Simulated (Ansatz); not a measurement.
**H2F (doublet): one geometry, many settings at distance H1–H2 along a hydrogen transfer = 0.928 Å**

What do other methods and options give for H2F (doublet) at this geometry, and how long do they take?

Program: Ansatz 0.2.0, Gaussian basis. Level of theory: the settings change from run to run. These are calculated values, not measurements.

3 further runs of the same task are left out: 3 that didn't finish.

### 1 The system

The geometry derives from fragments relaxed apart (PBE0/def2-TZVP) and kept rigid, so it is no stationary point. A hydrogen atom is moved between rigid fragments.

3 atoms, charge 0, spin multiplicity 2.

Atoms are counted from 1 here; the program's logs count them from 0.

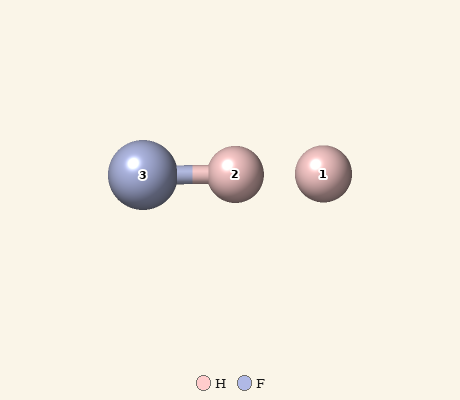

The geometry (hydrogen pink, fluorine light blue); atoms are numbered from 1 in the order of the file.

Geometry (Å):

```xyz
3
FH2
H     0.0000    0.0000   -0.9430
H     0.0000    0.0000   -0.0150
F     0.0000    0.0000    0.9580
```

### 2 CCSD on UHF/6-31G

Input file in.yaml:

```yaml
crystal:
  periodic: [false, false, false]
  atoms:
    - {symbol: H, position_ang: [0.000000, 0.000000, -0.943000]}
    - {symbol: H, position_ang: [0.000000, 0.000000, -0.015000]}
    - {symbol: F, position_ang: [0.000000, 0.000000, 0.958000]}
basis:
  gaussian: {orbitals: 6-31G}
magnetization: {spin_polarized: true, initial_magnetization: 1}
correlation: {method: ccsd, electrons: valence}
scf: {omitted_lower_state_checks: [cluster_reference]}
```

Launch:

```bash
$ ansatz run in.yaml --threads 1 --pin off --events-out ev --progress --plain --max-ram 2393MiB
```

Standard output:

```text
Functional definition: HF
  name "HF"
  cite "Fock, Z. Phys. 61, 126 (1930) doi:10.1007/BF01340294"
  parent pbe
  exchange = exact_x
  correlation = 0
these checks for a lower state are left out or cut short: cluster_reference
139 factors; integrals over basis functions are off by at most 7.1e-4 eV
mean field evaluation 1: about -2731.9420 eV, gradient 1.6e1 eV
mean field evaluation 2: about -2731.9458 eV, gradient 1.6e1 eV
mean field evaluation 4: about -2733.2049 eV, gradient 1.8e0 eV
mean field evaluation 8: about -2733.2384 eV, gradient 4.4e-5 eV
mean field -2733.23842031 eV, -100.4446592909 hartree, gradient 2.3e-6 eV, S^2 0.766064; 0 other end points of the search recorded, 0 dependent functions left out
1 core orbitals not correlated: weight in the atoms' cores, before any rotation towards them, 1.000 or more for the frozen orbitals, at most 0.000 for the correlated occupied ones
reference -2733.23842031 eV, -100.4446592909 hartree; 5, 4 occupied and 7, 8 virtual orbitals, 139 factors
second order -3.53184891 eV of doubles, -0.00000000 eV of singles
cycle   1  -3.54076342 eV  change   -8.9e-3 eV  update   3.6e-2
cycle   2  -3.64412757 eV  change   -1.0e-1 eV  update   1.4e-2
cycle   3  -3.67017123 eV  change   -2.6e-2 eV  update   5.7e-3
cycle   4  -3.66934732 eV  change    8.2e-4 eV  update   1.5e-3
cycle   5  -3.66913839 eV  change    2.1e-4 eV  update   5.3e-4
cycle   6  -3.66917206 eV  change   -3.4e-5 eV  update   2.2e-4
cycle   7  -3.66920192 eV  change   -3.0e-5 eV  update   8.5e-5
cycle   8  -3.66922065 eV  change   -1.9e-5 eV  update   2.7e-5
cycle   9  -3.66922061 eV  change    4.1e-8 eV  update   5.5e-6
Total energy: -2736.90764092 eV, -100.5795006613 hartree
Checks for a lower state left out: cluster_reference
```

It took 0.15 s on 1 thread of Intel Xeon 6975P-C, shared host.

From the report: ⟨S²⟩ of the determinant 0.766 (pure doublet: 0.75); correlation -3.6692 eV; T1 0.010; largest double amplitude 0.05.

### 3 CASCI(1,5)/6-31G

Input file in.yaml:

```yaml
crystal:
  periodic: [false, false, false]
  atoms:
    - {symbol: H, position_ang: [0.000000, 0.000000, -0.943000]}
    - {symbol: H, position_ang: [0.000000, 0.000000, -0.015000]}
    - {symbol: F, position_ang: [0.000000, 0.000000, 0.958000]}
basis:
  gaussian: {orbitals: 6-31G}
magnetization: {spin_polarized: false, initial_magnetization: 1}
correlation: {active_space: {window: {electrons: 1, orbitals: 5}, fixed_orbitals: true}}
```

Same command.

Standard output:

```text
Functional definition: HF
  name "HF"
  cite "Fock, Z. Phys. 61, 126 (1930) doi:10.1007/BF01340294"
  parent pbe
  exchange = exact_x
  correlation = 0
139 factors; integrals over basis functions are off by at most 7.1e-4 eV
mean field evaluation 1: about -2731.8389 eV, gradient 2.2e1 eV
mean field evaluation 2: about -2731.8412 eV, gradient 2.2e1 eV
mean field evaluation 4: about -2733.0553 eV, gradient 1.6e0 eV
mean field evaluation 8: about -2733.0848 eV, gradient 9.7e-4 eV
mean field -2733.08477939 eV, -100.4390130910 hartree, gradient 2.1e-6 eV, S^2 0.750000; 0 other end points of the search recorded, 0 dependent functions left out
reference -2733.08477939 eV, -100.4390130910 hartree; 6, 5 occupied and 7, 8 virtual orbitals, 139 factors
state -2733.08477939 eV, -100.4390130910 hartree
WARN: the results are in doubt because the space or a class takes a part of the degenerate orbitals at 40.6543 eV
Total energy: -2733.08477939 eV, -100.4390130910 hartree
In doubt: the space or a class takes a part of the degenerate orbitals at 40.6543 eV
```

Wall time 0.06 s (1 thread of Intel Xeon 6975P-C, shared host).

From the report: 4 determinants; active occupations 1.00, 0.00, 0.00, 0.00, 0.00. With so small a space the active step adds no correlation: the energy is the mean field's. Mind the lines of doubt at the end of the log.

### 4 CISD/6-31G

in.yaml, as its differences from that of step 3:

```diff
@@ -9,2 +9,4 @@
 magnetization: {spin_polarized: false, initial_magnetization: 1}
-correlation: {active_space: {window: {electrons: 1, orbitals: 5}, fixed_orbitals: true}}
+correlation: {active_space: {ras: {orbitals: [4, 1, 7], electrons: 9, max_holes: 2, max_particles: 2}, fixed_orbitals: true}}
+accuracy: high
+output: {forces: true}
```

Launched as before.

Standard output (excerpt; [...] marks lines left out):

```text
Functional definition: HF
  name "HF"
  cite "Fock, Z. Phys. 61, 126 (1930) doi:10.1007/BF01340294"
  parent pbe
[...]
220 factors; integrals over basis functions are off by at most 5.5e-9 eV
[...]
mean field -2733.08484589 eV, -100.4390155350 hartree, gradient 2.9e-8 eV, S^2 0.750000; 0 other end points of the search recorded, 0 dependent functions left out
reference -2733.08484589 eV, -100.4390155350 hartree; 6, 5 occupied and 7, 8 virtual orbitals, 220 factors
state -2736.77131171 eV, -100.5744906553 hartree
[...]
Total energy: -2736.77131171 eV, -100.5744906553 hartree
Atom 0 at     0.000000     0.000000    -0.943000 Å, force    -0.000000     0.000000    -2.774885 eV/Å
Atom 1 at     0.000000     0.000000    -0.015000 Å, force    -0.000000    -0.000000     0.728700 eV/Å
Atom 2 at     0.000000     0.000000     0.958000 Å, force     0.000000     0.000000     2.046185 eV/Å
Dipole moment:    -0.000000     0.000000    -0.436610 e Å
```

Run time: 0.15 s. Hardware: 1 thread of Intel Xeon 6975P-C, shared host.

From the report: 674 determinants.

### 5 BCCD/6-31G

Input file in.yaml:

```yaml
crystal:
  periodic: [false, false, false]
  atoms:
    - {symbol: H, position_ang: [0.000000, 0.000000, -0.943000]}
    - {symbol: H, position_ang: [0.000000, 0.000000, -0.015000]}
    - {symbol: F, position_ang: [0.000000, 0.000000, 0.958000]}
basis:
  gaussian: {orbitals: 6-31G}
magnetization: {spin_polarized: true, initial_magnetization: 1}
hamiltonian: {xc: {name: PBE}}
correlation: {method: bccd, electrons: valence}
```

Launched as before.

Standard output (excerpt; [...] marks lines left out):

```text
Functional definition: PBE
  name "PBE"
  cite "Perdew, Burke & Ernzerhof, Phys. Rev. Lett. 77, 3865 (1996) doi:10.1103/PhysRevLett.77.3865"
  parent pbe
[...]
139 factors; integrals over basis functions are off by at most 7.1e-4 eV
[...]
mean field -2742.54401689 eV, -100.7866336577 hartree, gradient 8.9e-6 eV, S^2 0.752198; 0 other end points of the search recorded, 0 dependent functions left out
1 core orbitals not correlated: weight in the atoms' cores, before any rotation towards them, 1.000 or more for the frozen orbitals, at most 0.000 for the correlated occupied ones
reference -2732.99563880 eV, -100.4357372350 hartree; 5, 4 occupied and 7, 8 virtual orbitals, 139 factors
second order -3.69947657 eV of doubles, -0.15667778 eV of singles
cycle   1  -3.78551574 eV  change    7.1e-2 eV  update   3.6e-2
[...]
cycle   9  -3.89248622 eV  change    4.4e-6 eV  update   5.5e-6
Total energy: -2736.88812502 eV, -100.5787834652 hartree
```

Wall time 0.27 s (1 thread of Intel Xeon 6975P-C, shared host).

From the report: ⟨S²⟩ of the determinant 0.752 (pure doublet: 0.75); correlation -3.8925 eV; largest double amplitude 0.05.

### 6 MRCISD+Q(relaxed)(5,3)/6-31G

Input file in.yaml:

```yaml
crystal:
  periodic: [false, false, false]
  atoms:
    - {symbol: H, position_ang: [0.000000, 0.000000, -0.943000]}
    - {symbol: H, position_ang: [0.000000, 0.000000, -0.015000]}
    - {symbol: F, position_ang: [0.000000, 0.000000, 0.958000]}
basis:
  gaussian: {orbitals: 6-31G}
magnetization: {spin_polarized: false, initial_magnetization: 1}
correlation: {method: fic_mrcisd_q_relaxed, electrons: outside_noble_gas, active_space: {window: {electrons: 5, orbitals: 3}}}
accuracy: high
scf: {lower_state_search: full}
```

Same command.

Standard output (excerpt; [...] marks lines left out):

```text
Functional definition: HF
  name "HF"
  cite "Fock, Z. Phys. 61, 126 (1930) doi:10.1007/BF01340294"
  parent pbe
[...]
220 factors; integrals over basis functions are off by at most 5.5e-9 eV
[...]
mean field -2733.08484589 eV, -100.4390155350 hartree, gradient 2.9e-8 eV, S^2 0.750000; 3 other end points of the search recorded, 0 dependent functions left out
reference -2733.08484589 eV, -100.4390155350 hartree; 6, 5 occupied and 7, 8 virtual orbitals, 220 factors
state -2733.08484589 eV, -100.4390155350 hartree
contracted CI cycle   1: correlation 0.00000000 eV, 0.0000000000 hartree, residual 2.07e1 eV
contracted CI cycle   2: correlation -3.52958424 eV, -0.1297098284 hartree, residual 3.18e0 eV
contracted CI cycle   3: correlation -3.66330966 eV, -0.1346241470 hartree, residual 9.91e-1 eV
contracted CI cycle   4: correlation -3.67637469 eV, -0.1351042778 hartree, residual 2.69e-1 eV
contracted CI cycle   5: correlation -3.67792537 eV, -0.1351612643 hartree, residual 1.08e-1 eV
contracted CI cycle   6: correlation -3.67812558 eV, -0.1351686221 hartree, residual 4.24e-2 eV
contracted CI cycle   7: correlation -3.67814883 eV, -0.1351694765 hartree, residual 9.31e-3 eV
contracted CI cycle   8: correlation -3.67814989 eV, -0.1351695154 hartree, residual 1.75e-3 eV
contracted CI cycle   9: correlation -3.67814993 eV, -0.1351695167 hartree, residual 3.72e-4 eV
contracted CI cycle  10: correlation -3.67814993 eV, -0.1351695168 hartree, residual 1.10e-4 eV
contracted CI cycle  11: correlation -3.67814993 eV, -0.1351695168 hartree, residual 2.93e-5 eV
contracted CI cycle  12: correlation -3.67814993 eV, -0.1351695168 hartree, residual 7.07e-6 eV
contracted CI cycle  13: correlation -3.67814993 eV, -0.1351695168 hartree, residual 1.58e-6 eV
state -2733.08484589 eV, -100.4390155350 hartree; corrected -2736.90858739 eV, -100.5795354433 hartree
WARN: 2 active orbitals are nearly empty or full. The corrections depend on them more than the energy does, and are more stable in an active space without them
Total energy: -2736.90858739 eV, -100.5795354433 hartree
```

Wall time 0.24 s (1 thread of Intel Xeon 6975P-C, shared host).

From the report: 1 determinant; active occupations 2.00, 2.00, 1.00. The report marks this result as in doubt.

### 7 HF/6-31G

Input file in.yaml:

```yaml
crystal:
  periodic: [false, false, false]
  atoms:
    - {symbol: H, position_ang: [0.000000, 0.000000, -0.943000]}
    - {symbol: H, position_ang: [0.000000, 0.000000, -0.015000]}
    - {symbol: F, position_ang: [0.000000, 0.000000, 0.958000]}
basis:
  gaussian: {orbitals: 6-31G}
magnetization: {spin_polarized: false, initial_magnetization: 1}
hamiltonian: {xc: hf}
scf: {lower_state_search: light}
output: {orbitals: {seedname: orbitals}}
```

Same command.

Standard output:

```text
Functional definition: HF
  name "HF"
  cite "Fock, Z. Phys. 61, 126 (1930) doi:10.1007/BF01340294"
  parent pbe
  exchange = exact_x
  correlation = 0
139 factors; integrals over basis functions are off by at most 7.1e-4 eV
mean field evaluation 1: about -2731.8389 eV, gradient 2.2e1 eV
mean field evaluation 2: about -2731.8412 eV, gradient 2.2e1 eV
mean field evaluation 4: about -2733.0553 eV, gradient 1.6e0 eV
mean field evaluation 8: about -2733.0848 eV, gradient 9.7e-4 eV
mean field -2733.08477939 eV, -100.4390130910 hartree, gradient 1.7e-5 eV, S^2 0.750000; 0 other end points of the search recorded, 0 dependent functions left out
reference -2733.08477939 eV, -100.4390130910 hartree; 6, 5 occupied and 7, 8 virtual orbitals, 139 factors
Total energy: -2733.08477939 eV, -100.4390130910 hartree
```

Run time: 0.06 s. Hardware: 1 thread of Intel Xeon 6975P-C, shared host.

### 8 BCCD on UHF/def2-mTZVP

Input file in.yaml:

```yaml
crystal:
  periodic: [false, false, false]
  atoms:
    - {symbol: H, position_ang: [0.000000, 0.000000, -0.943000]}
    - {symbol: H, position_ang: [0.000000, 0.000000, -0.015000]}
    - {symbol: F, position_ang: [0.000000, 0.000000, 0.958000]}
basis:
  gaussian: {orbitals: def2-mTZVP}
magnetization: {spin_polarized: true, initial_magnetization: 1}
correlation: {method: bccd, electrons: all}
scf: {lower_state_search: off}
```

Launched as before.

Standard output (excerpt; [...] marks lines left out):

```text
Functional definition: HF
  name "HF"
  cite "Fock, Z. Phys. 61, 126 (1930) doi:10.1007/BF01340294"
  parent pbe
[...]
220 factors; integrals over basis functions are off by at most 1.6e-3 eV
[...]
mean field -2735.15517567 eV, -100.5150987511 hartree, gradient 3.2e-6 eV, S^2 0.763374; 0 other end points of the search recorded, 0 dependent functions left out
reference -2735.15517567 eV, -100.5150987511 hartree; 6, 5 occupied and 19, 20 virtual orbitals, 220 factors
second order -6.18130801 eV of doubles, -0.00000000 eV of singles
cycle   1  -6.12234704 eV  change    5.9e-2 eV  update   5.0e-2
[...]
cycle  10  -6.27432187 eV  change    5.6e-7 eV  update   4.2e-6
Total energy: -2741.42949754 eV, -100.7456758271 hartree
Checks for a lower state left out: stability, starts, cluster_reference, orbital_swaps, neighbouring_geometries, increment
```

It took 0.33 s on 1 thread of Intel Xeon 6975P-C, shared host.

From the report: ⟨S²⟩ of the determinant 0.763 (pure doublet: 0.75); correlation -6.2743 eV; largest double amplitude 0.04.

### 9 CCSD(T)/6-31G

in.yaml, as its differences from that of step 8:

```diff
@@ -7,5 +7,6 @@
 basis:
-  gaussian: {orbitals: def2-mTZVP}
+  gaussian: {orbitals: 6-31G}
 magnetization: {spin_polarized: true, initial_magnetization: 1}
-correlation: {method: bccd, electrons: all}
+hamiltonian: {xc: {name: r2SCAN}}
+correlation: {method: ccsd_t, electrons: outside_noble_gas}
 scf: {lower_state_search: off}
```

The command is unchanged.

Standard output (excerpt; [...] marks lines left out):

```text
Functional definition: r2SCAN
  name "r2SCAN"
  cite "Furness, Kaplan, Ning, Perdew & Sun, J. Phys. Chem. Lett. 11, 8208 (2020) doi:10.1021/acs.jpclett.0c02405"
  cite "Furness, Kaplan, Ning, Perdew & Sun, J. Phys. Chem. Lett. 11, 9248 (2020) doi:10.1021/acs.jpclett.0c03077"
  parent r2scan
[...]
139 factors; integrals over basis functions are off by at most 7.1e-4 eV
[...]
mean field -2744.14829131 eV, -100.8455896552 hartree, gradient 9.9e-7 eV, S^2 0.753941; 0 other end points of the search recorded, 0 dependent functions left out
1 core orbitals not correlated: weight in the atoms' cores, before any rotation towards them, 1.000 or more for the frozen orbitals, at most 0.000 for the correlated occupied ones
reference -2733.07747801 eV, -100.4387447702 hartree; 5, 4 occupied and 7, 8 virtual orbitals, 139 factors
second order -3.66285571 eV of doubles, -0.10308779 eV of singles
cycle   1  -3.70054103 eV  change    6.6e-2 eV  update   3.4e-2
[...]
cycle   9  -3.81364035 eV  change    5.4e-7 eV  update   4.3e-6
perturbative correction -0.02877787 eV, -0.0010575672 hartree
Total energy: -2736.91989623 eV, -100.5799510354 hartree
Checks for a lower state left out: stability, starts, cluster_reference, orbital_swaps, neighbouring_geometries, increment
```

Wall time 0.36 s (1 thread of Intel Xeon 6975P-C, shared host).

From the report: ⟨S²⟩ of the determinant 0.754 (pure doublet: 0.75); correlation -3.8424 eV; T1 0.014; largest double amplitude 0.05. The orbitals are Kohn-Sham ones, so correlation energy and T1 don't compare with those on Hartree-Fock orbitals.

### 10 All runs side by side

Where basis and cores are those of an earlier FCI/6-31G run (-2736.9439 eV), and the state is the same kind, the miss against it is given. † marks a result that the program doubts.

```csv
level,correlated,functions,energy (eV),from FCI (meV),time
CCSD on UHF/6-31G,valence,13,-2736.9076,36.3,0.15 s
"CASCI(1,5)/6-31G †",,13,-2733.0848,3859.1,0.06 s
CISD/6-31G,outside noble gas,13,-2736.7713,172.6,0.15 s
BCCD/6-31G (on PBE orbitals),valence,13,-2736.8881,55.8,0.27 s
"MRCISD+Q(relaxed)(5,3)/6-31G †",outside noble gas,13,-2736.9086,35.3,0.24 s
HF/6-31G,,13,-2733.0848,3859.1,0.06 s
BCCD on UHF/def2-mTZVP,all,25,-2741.4295,,0.33 s
CCSD(T)/6-31G (on r2SCAN orbitals),outside noble gas,13,-2736.9199,24.0,0.36 s
```

### 11 What came out

| quantity | value |
| --- | --- |
| runs | 8 |
| quickest | CASCI(1,5)/6-31G †, 0.06 s |
| slowest | CCSD(T)/6-31G (on r2SCAN orbitals), 0.36 s |

What this shows: Total energies in different bases, with other cores or another treatment of relativity can't be set against each other. CCSD(T)/6-31G (on r2SCAN orbitals) took 6 times as long as CASCI(1,5)/6-31G †; the jobs differ in more than the method. Among the correlated runs with a miss given, it spans +24 to +173 meV. Hartree-Fock, CASSCF and CASCI lack dynamic correlation by design. Cores frozen from Kohn-Sham orbitals shift the total energy.
